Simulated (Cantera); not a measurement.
Charge: 1 mol Si2Cl6, 1.5 mol NH3, 51 mol N2, equilibrated at 1748.15 K.

These are equilibrium values from Cantera (NASA tables, ideal gas, pure condensed phases), not measurements of a reactor. Candidate condensed phases: NH4Cl, Si, Si3N4; 28 gas species. The feed counts by its element totals alone. The tables' values for SiCl3, SiCl, SiN are old estimates; treat these amounts as uncertain. The numbers say what is thermodynamically allowed, not how fast it happens.

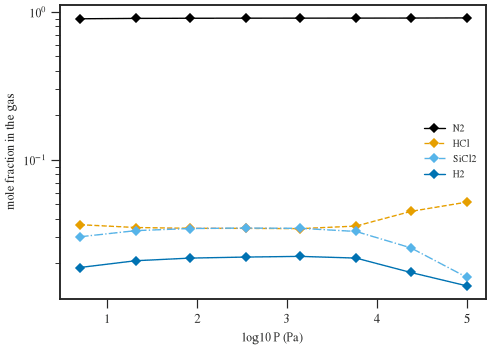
Figure. Equilibrium gas composition (values under 1e-9 drawn at 1e-9)

From 5.00e-5 bar to 0.0140 bar nothing is condensed. From 0.0590 bar to 1.00 bar the condensed part is Si3N4(s). The main Si-bearing gas is SiCl2 throughout.
